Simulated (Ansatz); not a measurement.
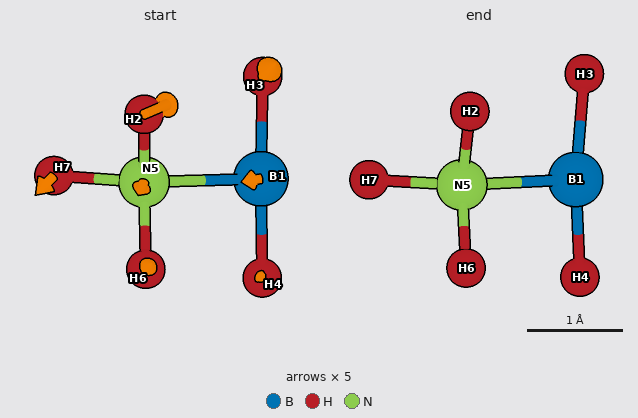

The structure of BNH₅ (multiplicity 2) before (left) and after (right) a relaxation, at one scale. The orange arrows give the displacements, 5 times their true length.

The picture is a ball-and-stick view, seen from a free direction.

The run prepares an end point of a later path (reaction) calculation, from a guessed geometry.

Computed with Ansatz 0.2.0, UKS BLYP-D4/def2-SVP.

Input
```yaml
crystal:
  periodic: [false, false, false]
  atoms:
    - { symbol: B, position_ang: [-0.093196, -0.129362, 0.373266] }
    - { symbol: H, position_ang: [0.841473, -0.696509, 2.477195] }
    - { symbol: H, position_ang: [0.933769, 0.240268, -0.146826] }
    - { symbol: H, position_ang: [-1.174026, 0.325768, 0.076165] }
    - { symbol: "N", position_ang: [0.078729, -0.118687, 2.040538] }
    - { symbol: H, position_ang: [-0.799531, -0.462185, 2.46305] }
    - { symbol: H, position_ang: [0.212782, 0.840706, 2.426612] }
magnetization:
  spin_polarized: true
  initial_magnetization: 1
basis:
  gaussian: { orbitals: def2-SVP }
hamiltonian:
  xc: blyp
  dispersion: d4
relax:
  f_tol: 0.03
  max_steps: 50
```

Launched with:
```bash
ansatz run input.yaml --threads 1 --pin off --max-ram 2048MiB --backend cpu --events-out ev --progress --plain --runs-dir out
```

What changed between the two?

Over 5 geometry steps the energy falls by 0.058 eV. The largest force component goes from 0.64 to 0.02 eV/Å. The atom that moves furthest after the best rigid fit is H2 (0.15 Å). Largest moves by element: H 0.15 Å, B 0.05 Å, N 0.04 Å. Some distances before and after: B1–N5 1.676 → 1.618 Å, H2–N5 1.052 → 1.031 Å, B1–H3 1.209 → 1.217 Å, N5–H7 1.043 → 1.049 Å. Among the angles between lasting bonds that change: B1–N5–H2 118.9° → 110.6°, B1–N5–H7 112.8° → 116.4°, B1–N5–H6 108.5° → 110.7°. Cost: 4.1 s on 1 thread of AMD EPYC 9R45 96-Core Processor (Zen 5) (shared host), peak memory 0.13 GiB.
